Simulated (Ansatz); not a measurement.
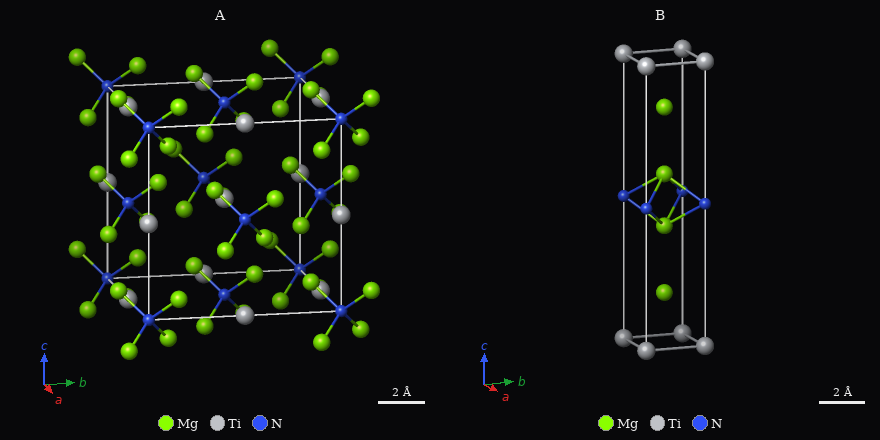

Two structures of Mg₄TiN, each relaxed to rest (conventional cells in solid outline, small ones repeated, not to one scale). Method: Ansatz, DFT PBE, scalar-relativistic, plane waves, PAW, with collinear spins.

**Which structures are these?**

A: 24 atoms a cell on a face-centred cubic lattice, F-43m. B: 6 atoms a cell on a primitive tetragonal lattice, P4/mmm.

**Which structure is more stable?**

B is lower, by 273 meV/atom at this level of theory (energies at zero smearing). Volumes: A 27.5, B 18.1 Å³/atom.

One or both may be structure types tried for this composition rather than known phases.
